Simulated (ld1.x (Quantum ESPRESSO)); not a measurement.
| Quantity | Value |
| --- | --- |
| Element | Ta |
| Generator | ld1.x (Quantum ESPRESSO) 7.5 |
| Type | norm-conserving Troullier–Martins (Kleinman–Bylander form) |
| Functional | PBE |
| Relativity | scalar-relativistic |
| Frozen core | [Kr] 4d10 4f14 5s2 |
| Valence charge | 11 |
| Reference configuration | 5p6 5d3 6s2 6p0 |
| Partial waves | 6s (bound): rc 2.25 bohr; 5d (bound): rc 1.60 bohr; 5p (bound): rc 1.65 bohr |
| Local potential | the p channel |
| Core correction | a·sin(br)/r model core inside 0.75 bohr |

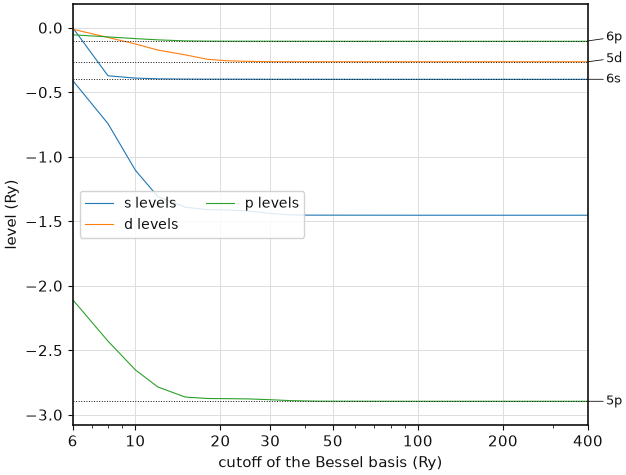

The pseudo-atom Hamiltonian at the reference potential is diagonalised in spherical Bessel functions (20 bohr box) up to the cutoff. Curves: the lowest levels of each channel that holds a bound state. Dotted lines: the all-electron valence levels.

> Does every curve settle on an all-electron level?

Ghost state below the valence levels: s at -19.8 eV. A ghost is a curve that settles on no dotted line: a bound state with no counterpart among the valence levels. In Ry: s -1.45.

> From which cutoff on does the ghost show?

The lowest s curve lies clearly below the lowest valence level of its channel from about 8 Ry on and ends at -1.45 Ry.

> Read the all-electron valence levels.

6s: -0.40 Ry; 5d: -0.26 Ry; 5p: -2.90 Ry; 6p: -0.10 Ry.
